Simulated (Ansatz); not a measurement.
## Lattice dynamics of Hf2NO2 monolayer

The cell of Hf2NO2 monolayer is at rest. What are its phonons? After the zone centre comes a 4×4×1 q mesh on a 12×12×1 k mesh.

Program: Ansatz 0.2.0. Level of theory: DFT PBEsol, scalar-relativistic, plane waves, PAW; PAW set soft_1. Results are calculated unless marked as measured.

**1. Starting point**

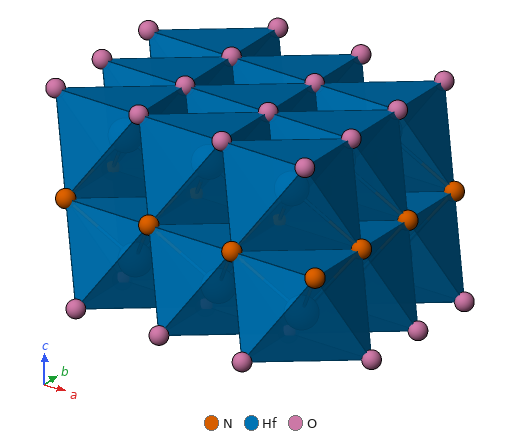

The cell as given, from a free direction (nitrogen orange, hafnium blue, oxygen pink). 3×3×1 cells are drawn. Some periodic images of atoms are drawn too.

The cell holds 5 atoms: 1 N, 2 Hf and 2 O. Cell: a = 3.195 Å, b = 3.195 Å, c = 32.600 Å, α = 90.0°, β = 90.0°, γ = 120.0°. Vacuum lies along c.

As a file:

```
N Hf O
1.0
     3.19455    0.00000    0.00000
    -1.59728    2.76656    0.00000
     0.00000    0.00000   32.60000
N Hf O
1 2 2
Cartesian
  0.0000 0.0000 10.0000
  0.0000 1.8444 11.3250
  1.5973 0.9222 8.6750
  1.5973 0.9222 12.3078
  0.0000 1.8444 7.6922
```

**2. Modes at Γ**

The cell comes from relaxations at this level that are not shown. The zone centre comes first: it holds the modes that light can see, as far as symmetry allows. No field response is asked, since the mesh shows no gap.

Input file input.yaml:

```yaml
crystal:
  lattice:
    - [3.1945531815, 0.0, 0.0]
    - [-1.5972765908, 2.7665642089, 0.0]
    - [0.0, 0.0, 32.6]
  atoms:
    - { symbol: "N", position: [0.0, 0.0, 0.3067484663] }
    - { symbol: Hf, position: [0.3333333333, 0.6666666667, 0.3473915091] }
    - { symbol: Hf, position: [0.6666666667, 0.3333333333, 0.2661054235] }
    - { symbol: O, position: [0.6666666667, 0.3333333333, 0.3775401793] }
    - { symbol: O, position: [0.3333333333, 0.6666666667, 0.2359567532] }
  periodic: [true, true, false]
kpoints:
  mp_grid: { grid: [12, 12, 1] }
hamiltonian:
  xc: pbesol
  pseudopotentials: { kind: paw, azcp: { folder: soft_1 }, xc_functional: pbe }
scf:
  occupations: { method: methfessel_paxton, width: 0.2 }
output:
  eigenvalues: true
phonons:
  method: dfpt
```

Run with:

```bash
ansatz run input.yaml --threads 4 --pin off --max-ram 16384MiB --backend cpu --events-out ev --progress --plain --runs-dir out
```

Numbers of over 12 decimals in the logs are rounded to 6 here.

Log:

```text
Warning: crystal.symmetry: narrowed to the stabiliser of the run's FFT grids — unitary ops 12 → 6. A phonons.method: dfpt run fills in the rows of the dynamical matrix that it does not solve by its symmetry operations, which is exact only for operations that map its FFT grids onto themselves: filled in by any other, the frequencies could depend on the order in which like atoms are typed, or, by more than the grids' own error, on where the crystal sits among the grids' points. Excluded: 6 operations. The run can therefore solve more perturbations, solve them on more k-points, or both, and cost more. [rest of the remark cut]
Engine: ansatz 0.2.0, aarch64-unknown-linux-gnu
Pseudopotentials: kind: paw
Pseudopotential: N, paw, valence charge 5, recommended cutoff 420 eV (normal), soft_1/N.paw.azcp
Pseudopotential: Hf, paw, valence charge 26, recommended cutoff 420 eV (normal), soft_1/Hf.paw.azcp
Pseudopotential: O, paw, valence charge 6, recommended cutoff 420 eV (normal), soft_1/O.paw.azcp
Functional definition: PBEsol
  exchange = pbesol_x
  correlation = pbesol_c
Crystal: 5 atoms, lattice volume = 288.117 Å³
Basis set: ecut = 420 eV, 5737 PW (Γ), exchange–correlation on 48×48×450 points (8 copies of the dense FFT grid, shifted against one another)
Bands: 42, of which v1, the nominal top of the filled ones, is band 35 counted from 1 (34 counted from 0)
Symmetry: 12 space group operations
k-points: 43 of 144 (irreducible under 2 space group operations, time reversal used)
Non-local potential: N, projectors of the file, l = 0: 2, l = 1: 2, l = 2: 1
Non-local potential: Hf, projectors of the file, l = 0: 3, l = 1: 2, l = 2: 2, l = 3: 3
Non-local potential: O, projectors of the file, l = 0: 2, l = 1: 2, l = 2: 1
PAW form: soft (Blöchl's): semilocal exchange-correlation on the pseudo side does not see the compensation charge
PAW frozen core: N, regenerated for the run's functional, and the local potential with it (the file was generated under x = pbe(κ = 0.804, μ = 0.219515), c = pbe(β = 0.066725))
PAW frozen core: Hf, regenerated for the run's functional, and the local potential with it (the file was generated under x = pbe(κ = 0.804, μ = 0.219515), c = pbe(β = 0.066725))
PAW frozen core: O, regenerated for the run's functional, and the local potential with it (the file was generated under x = pbe(κ = 0.804, μ = 0.219515), c = pbe(β = 0.066725))
PAW one-centre angular grid: N, 110 points (default); XC on 64 Gauss nodes
PAW one-centre angular grid: Hf, 590 points (default); XC on 64 Gauss nodes
PAW one-centre angular grid: O, 110 points (default); XC on 64 Gauss nodes
Initial density: superposition of atomic densities (neutral atoms: chi_scale 0, normalization atom)
Initial wavefunctions: pseudopotential atomic-orbital guess
Functional: x = pbesol(κ = 0.804, μ = 0.123457), c = pbesol(β = 0.046)
SCF iter   1: F=—  HF=-32710.883981 eV  |F-HF|=—  |Δ(HF+E_count)|=         —  Δρ=7.48e-2  dr2=1.86e1  ethr=3.10e-3  ⟨swp⟩=10.8  Hψ=10681  notcnv=0
preconditioner: auto → LDOS  [insulator: Δε(μ)=0.234 eV  Ē_g=17.763 eV  σ=0.200 eV  W_gap=0.76  n_scr=22 (ndim 8)  ℏωp=17.6 eV  f_vac=0.764  D(μ)=0.96/eV (n_scr^D=8)  ε∞_Penn≈2.0  β→1.0]
SCF iter   2: F=—  HF=-32711.180257 eV  |F-HF|=—  |Δ(HF+E_count)|=   2.96e-1  S|Δr|=    0.00e0  Δρ=9.35e-2  dr2=2.22e1  ethr=3.10e-3  ⟨swp⟩=5.7  Hψ=6149  notcnv=0  defer=87
SCF iter   3: F=—  HF=-32705.823387 eV  |F-HF|=—  |Δ(HF+E_count)|=    5.36e0  S|Δr|=    0.00e0  Δρ=1.11e-2  dr2=1.44e-1  ethr=3.10e-3  ⟨swp⟩=4.8  Hψ=5559  notcnv=0  defer=85
SCF iter   4: F=—  HF=-32705.833946 eV  |F-HF|=—  |Δ(HF+E_count)|=   1.06e-2  S|Δr|=    0.00e0  Δρ=2.33e-3  dr2=9.99e-3  ethr=2.09e-4  ⟨swp⟩=3.1  Hψ=4690  notcnv=0  defer=85
SCF iter   5: F=—  HF=-32705.819814 eV  |F-HF|=—  |Δ(HF+E_count)|=   1.41e-2  S|Δr|=    0.00e0  Δρ=1.42e-3  dr2=2.81e-3  ethr=1.45e-5  ⟨swp⟩=4.4  Hψ=5078  notcnv=0  defer=85
SCF iter   6: F=—  HF=-32705.818087 eV  |F-HF|=—  |Δ(HF+E_count)|=   1.73e-3  S|Δr|=    0.00e0  Δρ=4.32e-4  dr2=2.13e-4  ethr=4.07e-6  ⟨swp⟩=3.2  Hψ=3848  notcnv=0  defer=85
SCF iter   7: F=—  HF=-32705.818289 eV  |F-HF|=—  |Δ(HF+E_count)|=   2.02e-4  S|Δr|=    0.00e0  Δρ=1.68e-4  dr2=5.29e-5  ethr=3.08e-7  ⟨swp⟩=3.5  Hψ=4508  notcnv=0  defer=85
SCF iter   8: F=—  HF=-32705.818281 eV  |F-HF|=—  |Δ(HF+E_count)|=   8.08e-6  S|Δr|=    0.00e0  Δρ=5.91e-5  dr2=4.56e-6  ethr=7.66e-8  ⟨swp⟩=3.0  Hψ=3917  notcnv=0  defer=85
SCF iter   9: F=—  HF=-32705.818119 eV  |F-HF|=—  |Δ(HF+E_count)|=   1.62e-4  S|Δr|=    0.00e0  Δρ=1.49e-5  dr2=4.51e-7  ethr=6.61e-9  ⟨swp⟩=3.8  Hψ=4683  notcnv=0  defer=85
SCF iter  10: F=—  HF=-32705.818119 eV  |F-HF|=—  |Δ(HF+E_count)|=   4.43e-7  S|Δr|=    0.00e0  Δρ=2.14e-6  dr2=8.80e-9  ethr=6.53e-10  ⟨swp⟩=3.7  Hψ=4451  notcnv=0  defer=85
SCF iter  11: F=—  HF=-32705.818119 eV  |F-HF|=—  |Δ(HF+E_count)|=   6.17e-8  S|Δr|=    0.00e0  Δρ=6.39e-7  dr2=1.43e-9  ethr=1.28e-11  ⟨swp⟩=4.0  Hψ=5069  notcnv=0  defer=85
SCF iter  12: F=—  HF=-32705.818119 eV  |F-HF|=—  |Δ(HF+E_count)|=   1.73e-8  S|Δr|=    0.00e0  Δρ=1.16e-7  dr2=3.68e-11  ethr=2.07e-12  ⟨swp⟩=3.4  Hψ=3990  notcnv=0  defer=85
SCF iter  13: F=-32705.818119 eV  HF=-32705.818119 eV  |F-HF|=1.16e-10  |Δ(HF+E_count)|=  3.31e-10  S|Δr|=    0.00e0  Δρ=2.47e-8  dr2=2.16e-12  ethr=1.00e-12  ⟨swp⟩=27.9  Hψ=21610  notcnv=0
SCF 1 converged in 13 iterations: F = -32705.818119 eV  dr2 = 2.16e-12
  greatest PAW one-centre occupation: 0.998 electrons in one spin orbital (limit 2), on the Hf atom at site 2 (counted from 0), in its partial waves of l = 0
DFPT response loops at Γ: preconditioner auto → none (partly filled bands, converged f_vac=0.779); β = 0.50; Broyden in place of MSR1
SCF converged after 13 iterations
Stability not checked: this state was not tested for a lower state beside it, because cold or Methfessel-Paxton smearing, or corrected tetrahedra, fill the levels in a way that the test cannot read (fill_not_monotonic; see scf.lower_state_search)
Free energy (F): -32705.818119 eV
Harris-Foulkes:  -32705.818119 eV  (|F-HF|=1.16e-10)
Internal energy: -32705.809071 eV  (E = F + TS)
E sigma→0 (E₀):  -32705.815857 eV
Entropy (-TS):   -0.009048 eV (-1.810 meV/atom)
Fermi energy:    -4.629328 eV
--- Per-component energies (eV) ---
  E_band       = -1525.233268
  E_kinetic    = 1281.005631
  E_local      = -322941.734961  (includes V_loc(G=0)·N_el)
  E_nonlocal   = 279.148999
  E_hartree    = 160430.837686
  E_xc         = -730.066711
  E_vxc        = -766.566650  (∫ρ·V_xc dr)
  E_paw        = -15594.130771  (= ΣΔE_a)
  E_vpaw       = -238.763909  (= ΣTr[D̂ρ^β])
  E_aug_tail   = 0.002482  (compensation charges beyond the density's cutoff)
  E_ewald      = 144566.527787
  E_core_change = 2.600787  (= ΣΔE_core)
  E_smearing   = -0.009048  (= −TS)
  E_closure    = 0.000000  (closes the sum)
  Σ components = -32705.818119   (vs F -32705.818119, Δ=0.00e0)
--- Band table (eV; the first three rows and the last of 43) ---
  k-point 0: bands = [... 31 lower, -8.4292, -7.9467, -7.9467, -3.9898, -3.9898, -3.8509, -2.1487, -2.0521, ... 3 higher]
  k-point 1: bands = [... 31 lower, -8.4293, -8.2422, -8.1181, -4.1591, -3.7477, -3.6937, -2.1341, -1.9922, ... 3 higher]
  k-point 2: bands = [... 31 lower, -9.3162, -8.4737, -8.0965, -4.6068, -3.3214, -3.1986, -1.9091, -1.7315, ... 3 higher]
  k-point 42: bands = [... 31 lower, -9.5167, -9.0972, -8.9431, -4.0838, -3.3611, -2.0730, -1.6526, -1.0119, ... 3 higher]
  ° read free of the cell's end (the report's vacuum.weakly_bound_levels)
--- Phonons (Γ-DFPT): 10 representative perturbations + reference, on 43 of 144 k-points (Σ response iterations 53) ---
  ASR residual: 4.019e-5 → 0.000e0 eV/Å²; symmetrization residual: 4.739e-6 eV/Å²
  The last average, over the group as it would stand without the narrowing to the FFT grids, took up to 9.437e-6 eV/Å² of the zone centre's force constants
  ASR residual per site (eV/Å²): 3.65e-5 9.73e-6 8.08e-6 5.35e-6 4.02e-5
  Γ frequencies (cm⁻¹): 0.00 0.00 0.00 74.95 74.95 175.37 329.51 329.51 378.54 378.54 505.10 505.10 529.41 536.23 597.81
  non-analytic LO–TO correction: not included (Born effective charges unavailable; polar crystals: no LO–TO splitting at Γ)
```

Run time: 3.6 min. Hardware: 4 threads of Arm Neoverse V1, shared host; peak memory 1.8 GiB; 14 min of CPU time.

Numbers from this step:

```
gap on the k-mesh                                       : 0 eV
sum-rule residual before enforcement                    : 4.02e-5 eV/Å²
point group                                             : -3m
area per atom                                           : 1.768 Å²
highest optical mode at the zone centre (no LO-TO term) : 597.8 cm⁻¹
lowest optical zone-centre mode                         : 74.95 cm⁻¹
```

Patterns of degenerate modes are one choice out of their space. Modes at Γ, with each element's share of the kinetic energy:

| mode | frequency (cm⁻¹) | symmetry | N % | Hf % | O % |
| --- | --- | --- | --- | --- | --- |
| 1 | 0.0 | acoustic | 3 | 89 | 8 |
| 2 | 0.0 | acoustic | 3 | 89 | 8 |
| 3 | 0.0 | acoustic | 3 | 89 | 8 |
| 4 | 75.0 | Eg | 0 | 99 | 1 |
| 5 | 75.0 | Eg | 0 | 99 | 1 |
| 6 | 175.4 | A1g | 0 | 91 | 9 |
| 7 | 329.5 | Eg | 0 | 1 | 99 |
| 8 | 329.5 | Eg | 0 | 1 | 99 |
| 9 | 378.5 | Eu | 16 | 11 | 72 |
| 10 | 378.5 | Eu | 16 | 11 | 72 |
| 11 | 505.1 | Eu | 80 | 0 | 20 |
| 12 | 505.1 | Eu | 80 | 0 | 20 |
| 13 | 529.4 | A1g | 0 | 9 | 91 |
| 14 | 536.2 | A2u | 6 | 5 | 88 |
| 15 | 597.8 | A2u | 90 | 6 | 4 |

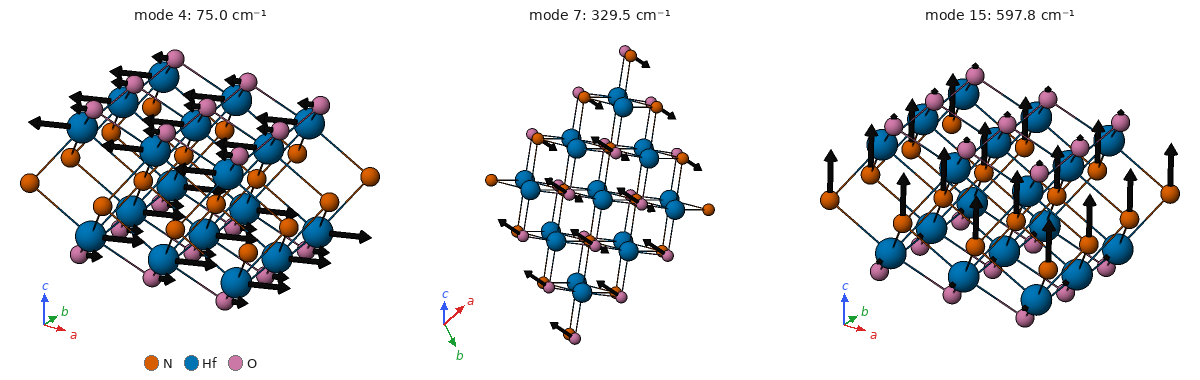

Displacement patterns of modes 4, 7 and 15 at Γ; arrows are exaggerated. 3×3×1 cells are drawn. Some periodic images of atoms are drawn too.

Before it was imposed, the acoustic sum rule was missed by 4.0e-5 eV/Å². Small misses are needed for a sound result but don't prove that mesh and cutoff are converged. The lowest optical mode is real, 75.0 cm⁻¹.

(Part 1 of 2 ends here.)

[Logs are printed without paths, hosts, clocks, repeated set-up lines and the standing remarks that a program may print on its own settings, such as how far it seeks lower states.]

[Hosts, paths, dates, database ids (printed as entryN), source tags and the programs' standing remarks are cut or masked in the printed files.]
